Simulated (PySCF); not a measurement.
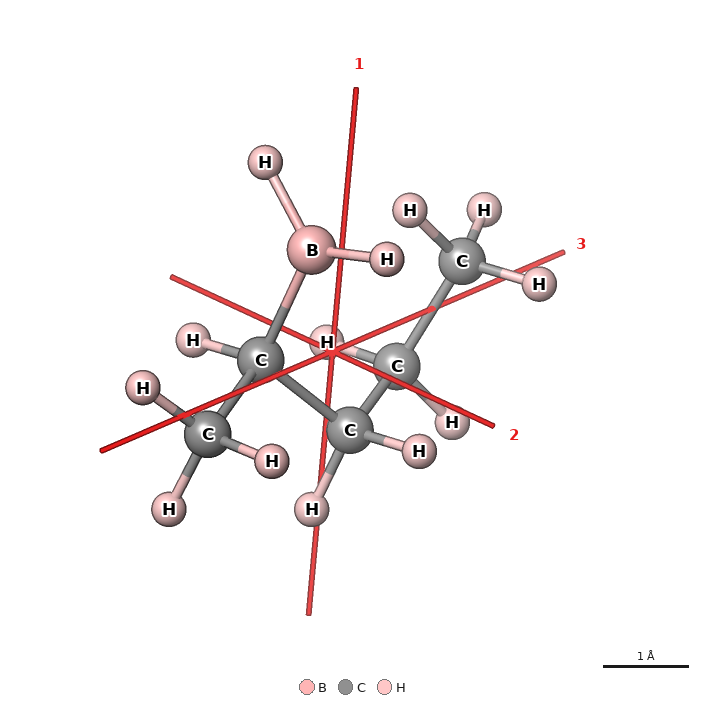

The three principal axes of inertia are drawn and numbered. Depth is shown by fading: the farther an atom, the more it takes the colour of the background. The computed structure is the end point of a GFN2-xTB optimisation. No frequency run is at hand to confirm it as a minimum. Masses are those of the most abundant isotopes; constants are for the rigid equilibrium geometry.

Which line is the a axis (least moment of inertia), which b and which c?

a is line 3, b is line 1, c is line 2; the moments are 86.1, 219, 276 u Å².

What kind of rotor is it, and what are its rotational constants in MHz?

An asymmetric top (C1): A = 5869, B = 2310, C = 1833 MHz. Ray's parameter κ is −0.76, nearer the prolate limit.
